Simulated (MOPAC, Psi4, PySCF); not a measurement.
Two rigid molecules brought together: H2O ··· CS2 (SMILES O and S=C=S). Monomers: optimised at B3LYP-D3(BJ) (def2-TZVP), held rigid. Orientation: lowest of the rigid-body minima from ten starts at GFN2-xTB. The monomers approach along the line of their centres of mass (distance R); nothing else relaxes.

Geometry at R = 3.09 Å (first 3 atoms: monomer A):
```
6

O     -0.0002     0.3896     0.0000
H     -0.7649    -0.1951     0.0000
H      0.7651    -0.1945     0.0000
S     -1.7029     3.2632    -0.4548
C     -0.1552     3.3803    -0.4124
S      1.3925     3.4974    -0.3700
```

Computed with: M06-2X/def2-TZVP, counterpoise-corrected (Psi4); MP2/aug-cc-pVTZ = Psi4 1.11 with DF-MP2/aug-cc-pVTZ, frozen core, counterpoise-corrected; RMP2/6-31G* = PySCF with restricted MP2 (frozen core)/6-31G*, spherical d, no counterpoise correction; PM7, restricted, heats of formation (MOPAC); RKS-M06-2X/6-31G* = restricted M06-2X/6-31G*, spherical d, no counterpoise correction in PySCF.

Interaction energies in kJ/mol (negative: bound); R is the distance of the centres of mass, d the O1···C5 distance.

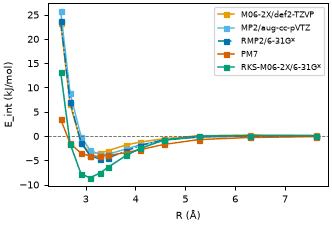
*Interaction energy against separation.*

| R / Å | d / Å | M06-2X/def2-TZVP | MP2/aug-cc-pVTZ | RMP2/6-31G* | PM7 | RKS-M06-2X/6-31G* |
|---|---|---|---|---|---|---|
| 2.50 | 2.43 | 23.21 | 25.71 | 23.59 | 3.46 | 13.23 |
| 2.69 | 2.62 | 6.54 | 8.82 | 7.10 | -1.49 | -1.59 |
| 2.91 | 2.84 | -1.45 | -0.09 | -1.40 | -3.55 | -7.81 |
| 3.09 | 3.02 | -3.41 | -2.93 | -4.02 | -4.09 | -8.59 |
| 3.29 | 3.22 | -3.50 | -3.82 | -4.74 | -4.15 | -7.62 |
| 3.46 | 3.39 | -2.97 | -3.70 | -4.48 | -3.99 | -6.37 |
| 3.82 | 3.75 | -1.83 | -2.64 | -3.05 | -3.39 | -3.96 |
| 4.10 | 4.03 | -1.23 | -1.80 | -1.95 | -2.80 | -2.54 |
| 4.57 | 4.50 | -0.55 | -0.86 | -0.78 | -1.73 | -0.84 |
| 5.27 | 5.20 | 0.06 | -0.23 | -0.16 | -0.73 | 0.01 |
| 6.31 | 6.24 | 0.20 | 0.01 | 0.01 | -0.29 | 0.11 |
| 7.62 | 7.55 | 0.12 | 0.05 | 0.03 | -0.12 | 0.09 |

Lowest grid point: M06-2X/def2-TZVP -3.50 kJ/mol at R = 3.29 Å; MP2/aug-cc-pVTZ -3.82 kJ/mol at R = 3.29 Å; RMP2/6-31G* -4.74 kJ/mol at R = 3.29 Å; PM7 -4.15 kJ/mol at R = 3.29 Å; RKS-M06-2X/6-31G* -8.59 kJ/mol at R = 3.09 Å.
